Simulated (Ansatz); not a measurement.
# Calculations on BSiH3F2 and related structures

**1. Relaxation**

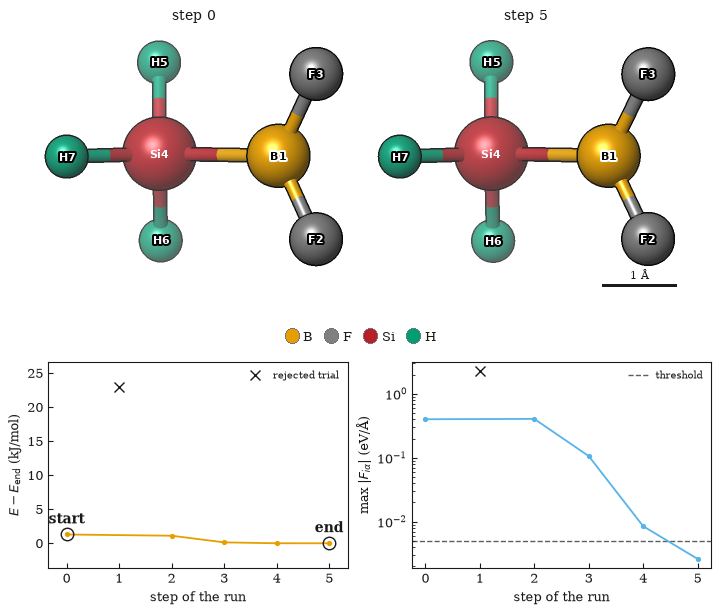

First and last geometry of a relaxation of BSiH3F2, with the history of the run. Style: ball-and-stick. Shown from a free direction.

It is one of the separated products of a reaction.

Method: RKS PBE0-D4/def2-TZVP in Ansatz 0.2.0. Set-up: force threshold 0.005 eV/Å; at most 200 steps.

Read the history and describe the run.

It converged. The largest move after the best rigid fit is that of B1, 0.034 Å. Largest moves by element: B 0.034 Å, H 0.020 Å, Si 0.013 Å, F 0.011 Å. Near-neighbour distances that change, for instance: B1–Si4 2.029 → 2.035 Å. Bond angles that change, for instance: B1–Si4–H7 110.6° → 108.2°. The energy falls by 1.29 kJ/mol in 4 accepted moves (5 points after the start). Largest force component: 0.4 eV/Å at the start, 0.0026 eV/Å at the end. The line search rejected the trial step at point 1 of the run.

```
step  E − E(0), kJ/mol  largest force component, eV/Å      note
   0              0.00                         0.4008          
   1             21.70                         2.2666  rejected
   2             -0.18                         0.4056          
   3             -1.16                         0.1062          
   4             -1.29                         0.0085          
   5             -1.29                         0.0026
```

**2. Relaxation**

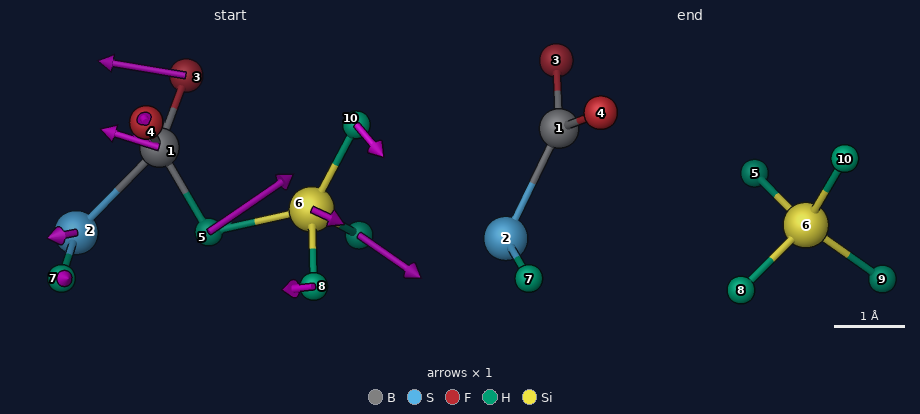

The structure of BSiH₅SF₂ (started from a transition state, displaced along its imaginary mode) before (left) and after (right) a relaxation, at one scale. The purple arrows give the displacements, at their true length.

The picture is a ball-and-stick view, seen face on.

Method: RKS PBE0-D4/def2-TZVP in Ansatz. Settings: force threshold 0.005 eV/Å; at most 200 steps.

Summarise the run.

Answer. H5 moves most after the best rigid fit: 1.60 Å. Largest moves by element: H 1.60 Å, F 1.31 Å, B 0.91 Å, Si 0.55 Å, S 0.54 Å. Some distances before and after: S2–H5 1.969 → 3.712 Å, B1–H5 1.430 → 2.983 Å, B1–Si6 2.382 → 3.815 Å, H5–Si6 1.621 → 1.486 Å. Bonds break, among them: B1–H5 (1.43 → 2.98 Å). Among the angles between lasting bonds that change: H5–Si6–H10 134.1° → 109.6°, H5–Si6–H9 93.8° → 109.2°, H5–Si6–H8 95.9° → 109.3°. The energy falls by 1.397 eV in 76 accepted moves (87 points after the start). The largest force component goes from 1.5 to 0.0032 eV/Å. The line search rejected the trial steps at points 6, 22, 40, 48, 56, 62, 70, 71 and more of the run. The forces were under the threshold at step 36, but the run went on from there. Cost: 3.8 min on 4 threads of Arm Neoverse V2, with other jobs on the host.

**3. Reaction**

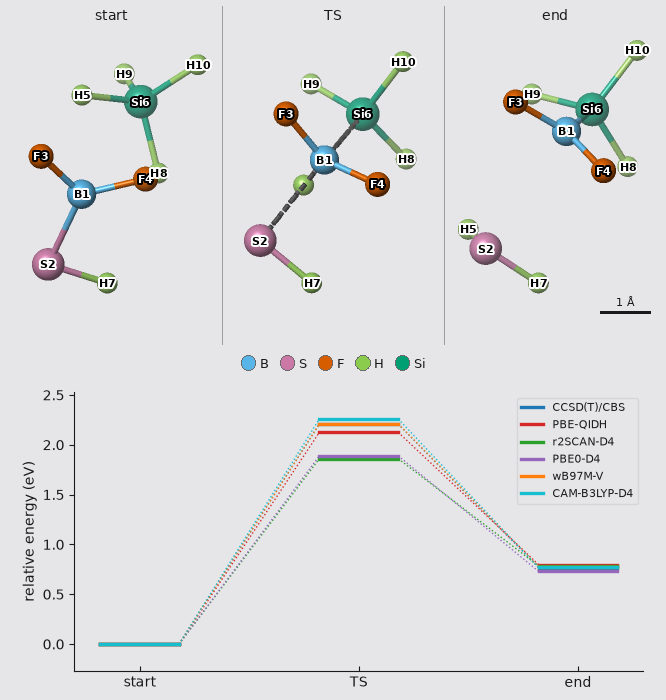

A reaction step of BSiH₅SF₂, with its energy diagram. The picture is a ball-and-stick view, seen from a free direction. Dashed sticks mark bonds that form or break.

Stationary points at PBE0-D4/def2-TZVP, single-point energies with CCSD(T)/CBS, PBE-QIDH, r2SCAN-D4, PBE0-D4, wB97M-V, CAM-B3LYP-D4 (def2-TZVPP where no basis is named; Ansatz 0.2.0). The energies are electronic, without zero-point or thermal terms, and both ends are the minima reached downhill from the saddle, with any fragments still in contact. CCSD(T)/CBS stands for a frozen-core estimate: MP2 correlation extrapolated from def2-TZVPP and def2-QZVPP, CCSD(T) minus MP2 from the smaller set.

### What happens, and what does it cost?

Counted by bonded pieces, the start holds BHSF₂ + SiH₄ and the end holds H₂S + SiBH₃F₂. From the start over the saddle to the end, bonds form: B1–Si6 (3.82 → 2.21 → 2.03 Å), S2–H5 (3.71 → 1.61 → 1.34 Å). Bonds break: B1–S2 (1.80 → 2.13 → 3.04 Å), H5–Si6 (1.49 → 1.95 → 3.48 Å). The saddle has one imaginary mode, 936i cm⁻¹. With CCSD(T)/CBS the barrier is 2.21 eV from the start and 1.44 eV from the end, and the end lies 0.77 eV above the start.

```tsv
level	barrier from the start (eV)	barrier from the end (eV)	the end less the start (eV)
CCSD(T)/CBS	2.21	1.44	0.77
PBE-QIDH	2.12	1.33	0.80
r2SCAN-D4	1.86	1.08	0.79
PBE0-D4	1.89	1.16	0.73
wB97M-V	2.21	1.43	0.78
CAM-B3LYP-D4	2.26	1.49	0.77
```

Against CCSD(T)/CBS, wB97M-V comes closest on the barrier from the start (+0.00 eV) and r2SCAN-D4 misses most (−0.35 eV).

Limits of the set-up: the start holds two separate molecules, 3.0 Å apart at their closest, whose relative position is a soft coordinate.
